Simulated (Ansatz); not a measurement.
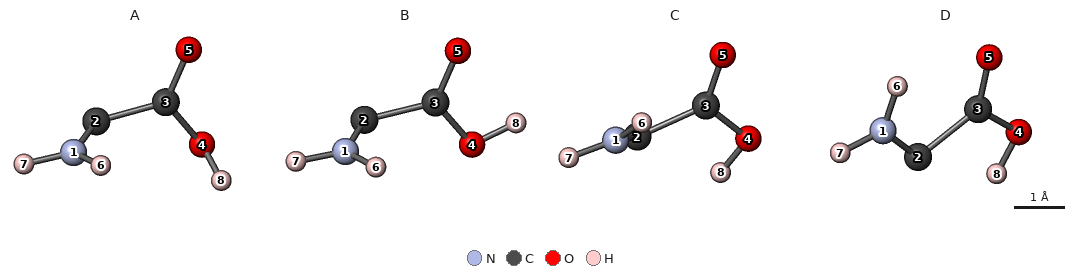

4 geometries from a converged minimum-energy path of C2H3NO2, shuffled. Style: ball-and-stick. Shown at a tilt.

All numbers below come from RKS revPBE-D4/6-31G* in Ansatz 0.2.0. Settings: 7 movable images; climbing image; force threshold 0.05 eV/Å; iteration limit 60; starting path through a guess of the saddle point.

> Which of them lies highest in energy?

A. In order along the path, whose images run from 0 to 8: B (image 0, 0.00 eV), A (image 2, +0.51 eV), C (image 6, +0.08 eV), D (image 8, +0.05 eV). The motion is a rotation about the C3–O4 bond by about 185°, with a turn of about 80° about C2–C3. No bond forms or breaks between the ends. Bond angles that change up to the highest image, for instance: N1–C2–C3 115.5° → 119.7°, C3–O4–H8 104.4° → 107.7°.
